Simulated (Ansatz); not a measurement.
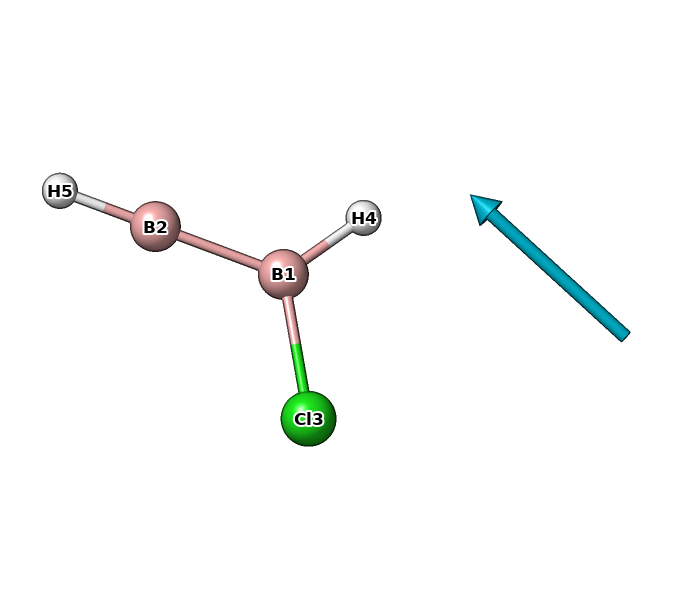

The arrow beside the molecule shows the direction of the dipole moment, from the negative to the positive end (its length means nothing). Charge 0, doublet. Computed geometry: PBE0-D4/def2-TZVP optimisation. No frequency run is at hand to confirm it as a minimum. Level of theory: UKS PBE0-D4/def2-TZVP (Ansatz 0.2.0).

> Estimate the dipole moment.

1.98 D; it points from the side of Cl3 to the side of H5 (the outermost atoms at the two ends).
